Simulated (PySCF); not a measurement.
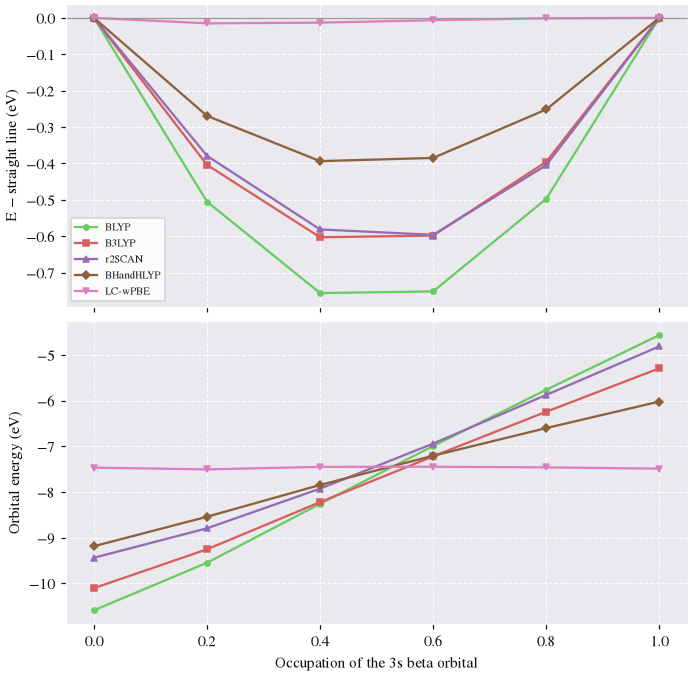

One 3s beta orbital of neutral magnesium ([Ne] 3s²) is emptied in steps. The plot gives the energy less the straight line between the integer ends; the lower panel gives the orbital energy. PySCF, def2-TZVPPD, non-relativistic, unrestricted single determinants, no spin-orbit coupling.

Describe the curvature of each method.

BLYP: convex (delocalisation error), largest departure −0.76 eV, removal energy 7.647 eV, orbital energy from −4.57 eV when full to −10.6 eV when empty; B3LYP: convex (delocalisation error), largest departure −0.60 eV, removal energy 7.743 eV, orbital energy from −5.29 eV when full to −10.1 eV when empty; r2SCAN: convex (delocalisation error), largest departure −0.60 eV, removal energy 7.366 eV, orbital energy from −4.81 eV when full to −9.44 eV when empty; BHandHLYP: convex (delocalisation error), largest departure −0.39 eV, removal energy 7.567 eV, orbital energy from −6.02 eV when full to −9.19 eV when empty; LC-wPBE: nearly straight, largest departure −0.015 eV, removal energy 7.480 eV, orbital energy from −7.49 eV when full to −7.47 eV when empty. The measured removal energy is 7.646 eV. The exact energy is a straight line between whole electron numbers.
